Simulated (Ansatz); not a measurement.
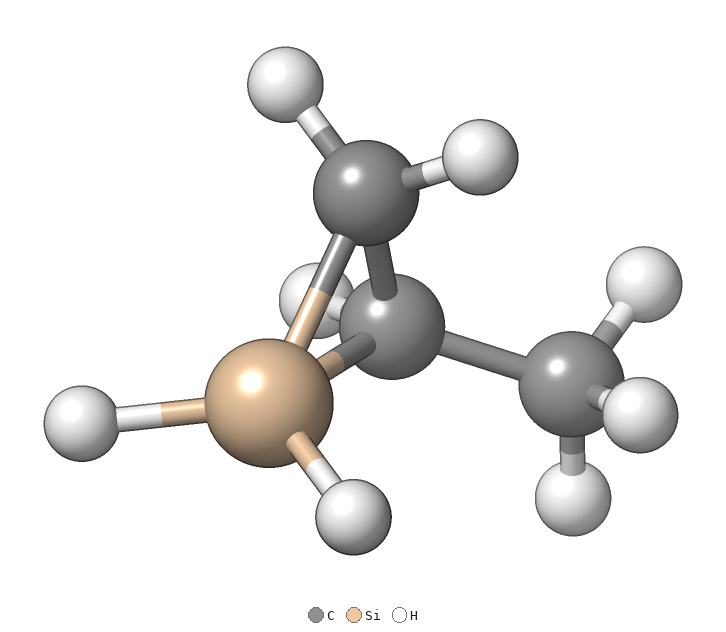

Every bond is drawn as one stick, whatever its order.

The geometry was computed by an optimisation with PBE0-D4/def2-TZVP.

Give the formula.

Answer. C₃H₈Si, 12 atoms: 3 carbon, 8 hydrogen and 1 silicon.

What is the point group of this geometry?

Answer. C1.

Name functional groups in it.

Answer. Among them: Si–H bond.

The parts below concern this one geometry. Atoms keep their numbers from picture to picture.

**Geometry**

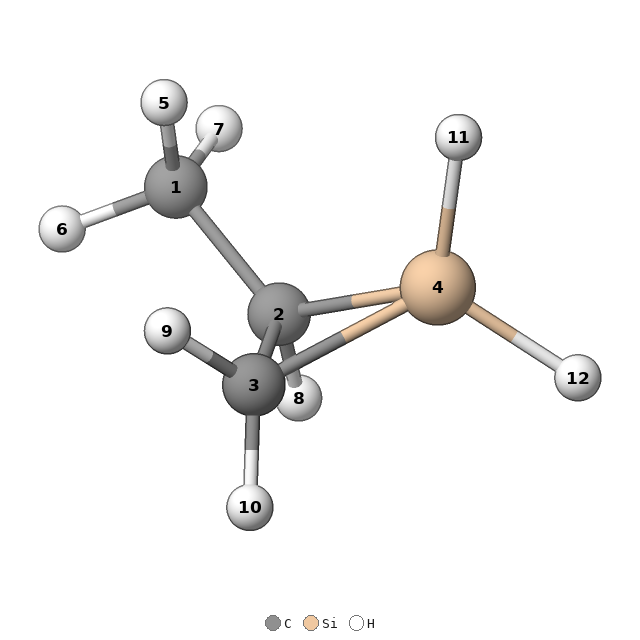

Numbered structure.

Give the bond lengths.

```csv
bond,length (Å),order
C1–C2,1.507,single
C1–H5,1.094,single
C1–H6,1.096,single
C1–H7,1.092,single
C2–C3,1.542,single
C2–Si4,1.854,single
C2–H8,1.088,single
C3–Si4,1.850,single
C3–H9,1.087,single
C3–H10,1.085,single
Si4–H11,1.479,single
Si4–H12,1.479,single
```

**Charges**

The questions are on Mulliken charges. Level of theory: RKS PBE0-D4/def2-TZVP (Ansatz 0.2.0).

Give the Mulliken charges atom by atom.

| atom | value (e) |
| --- | --- |
| C1 | −0.37 |
| C2 | −0.15 |
| C3 | −0.34 |
| Si4 | 0.15 |
| H5 | 0.12 |
| H6 | 0.12 |
| H7 | 0.13 |
| H8 | 0.11 |
| H9 | 0.13 |
| H10 | 0.13 |
| H11 | −0.01 |
| H12 | −0.01 |

**Electronic properties**

Properties computed with RKS HSE06 (plane-wave form)-D4/def2-TZVPP (Ansatz 0.2.0).

What is the HOMO–LUMO gap?

Answer. 6.23 eV.

What is the HOMO energy (Kohn–Sham orbital)?

Answer. −6.29 eV.

Give the dispersion correction at this level.

Answer. −17.2 kJ/mol.

**Vibrations**

Harmonic vibrations computed with RKS PBE0-D4/def2-TZVP (Ansatz 0.2.0) at a stationary point of the same level.

List the wavenumbers.

Answer. 30 modes: 196, 236, 327, 474, 545, 616, 653, 677, 785, 867, 912, 935, 971, 979, 1102, 1130, 1182, 1336, 1405, 1424, 1483, 1491, 2252, 2273, 3029, 3091, 3114, 3128, 3137, 3209 cm⁻¹.

Mulliken values depend strongly on the basis set and can even reverse the polarity of a bond.
